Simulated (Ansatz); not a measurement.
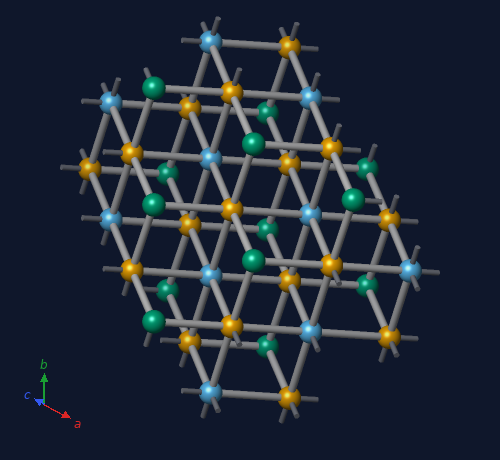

The picture shows a finite piece of the underlying net of a crystal structure, nodes on the atoms' positions. Nodes are coloured by topological kind. One layer is drawn. Edges to nodes outside the piece are drawn as stubs.

Q: Classify the net: periodicity, connectivity, name.

A: A trinodal (3,6,6)-connected, two-periodic (layers) net.

Q: Give point symbol and coordination sequence of each kind of node.

A: 3-connected node: 4^3, sequence 3, 12, 19, 39; 6-connected node: 4^9.6^6, sequence 6, 12, 28, 24; 6-connected node: 4^12.6^3, sequence 6, 18, 18, 36.

Where the net comes from. Mo3N2 (space group P-3m1, No. 164). Coordinates: the end point of a relaxation with Ansatz, DFT PBE, scalar-relativistic, plane waves, PAW; the starting structure was generated, so it need not be a known form of this composition. Bonds are taken as Mo–N below 2.5 Å; no other contact counts. Simplification: prune 0- and 1-connected atoms, fold 2-connected ones into links. Mo(2d) is a 3-connected node; N is a 6-connected node; Mo(1a) is a 6-connected node, in the ratio 2:2:1.
